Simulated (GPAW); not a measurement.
**Property calculation, with input and output: CH$_{3}$FOSn**

- system: CH$_{3}$FOSn, SMILES C[O][Sn][F]
- method: PBE/real-space grid, scalar-relativistic datasets (GPAW 26.7.0)

The geometry comes from this level: GFN2-xTB.

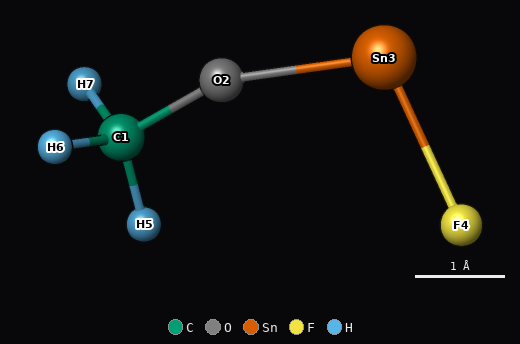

Figure 1. The input geometry (ball-and-stick view, seen at a tilt; atoms are numbered from 1 in the order of the input). Sticks mark near contacts.

Input (CH3FOSn.py):
```python
import numpy as np
from ase import Atoms
from ase.units import Bohr, Debye
from gpaw import GPAW

positions_bohr = np.array(
              [[  0.602955,   1.946342,   0.104237],
               [  0.320101,  -0.507921,   1.108249],
               [ -0.617638,  -4.158210,   1.336754],
               [ -2.347172,  -5.068850,  -2.105949],
               [  0.388263,   1.928220,  -1.945171],
               [ -0.824922,   3.194771,   0.915421],
               [  2.478414,   2.665648,   0.586439]])
mol = Atoms(["C", "O", "Sn", "F", "H", "H", "H"], positions=positions_bohr * Bohr)
mol.center(vacuum=4.5)

calc = GPAW(mode="fd", symmetry="off", maxiter=100, xc="PBE", h=0.25, txt="CH3FOSn.txt")
mol.calc = calc

energy = mol.get_potential_energy()
print(f"Energy = {energy:.5f} eV")
forces = mol.get_forces()
print("Forces (eV/Ang)")
for symbol, f in zip(mol.symbols, forces):
    print(f'{symbol:2} {f[0]:9.4f} {f[1]:9.4f} {f[2]:9.4f}')
dipole = mol.get_dipole_moment() / Debye
print(f"Dipole: {np.linalg.norm(dipole):.3f} D")
homo, lumo = calc.get_homo_lumo()
print(f"HOMO = {homo:.3f} eV")
print(f"LUMO                    {lumo:.3f} eV")
print(f"Gap = {lumo - homo:.3f} eV")
```

Hardware: 1 thread of Arm Neoverse V2, 24 GiB of memory available, shared host.

Launched with:
```bash
python CH3FOSn.py > CH3FOSn.log
```

What the program printed:
```
Energy = -35.40697 eV
Forces (eV/Ang)
C    -0.8895   -0.0240   -0.3637
O     0.2607   -1.4559    0.0590
Sn   -0.4739    0.3331   -1.3239
F     7.7862    0.3496   -8.0341
H    -0.0579   -0.5568   -0.0920
H    -0.0705    0.1239   -0.1354
H     0.0955   -0.3594    0.3539
Dipole: 3.050 D
HOMO = -6.523 eV
LUMO                    -3.178 eV
Gap = 3.345 eV
```

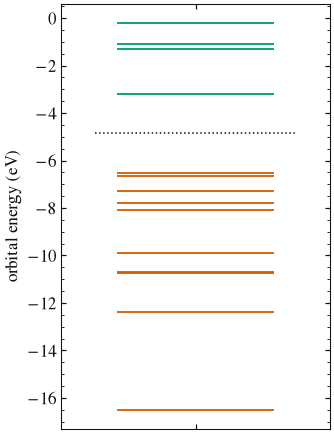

Figure 2. Orbital energies near the frontier; the dotted line parts filled from empty levels, and levels within 0.02 eV of each other stand side by side. Highest filled −6.52 eV, lowest empty −3.18 eV, 3.34 eV apart.

Key numbers:

| quantity | value |
| --- | --- |
| outcome | converged |
| energy relative to the program's reference atoms | −35.4070 eV |
| largest force | 11.193 eV/Å |
| HOMO | −6.52 eV |
| LUMO | −3.18 eV |
| dipole moment | 3.05 D |
| wall time | 11 s |
| peak memory | 0.41 GiB |

On so coarse a grid the energy depends on the position of the molecule, which gives spurious forces.
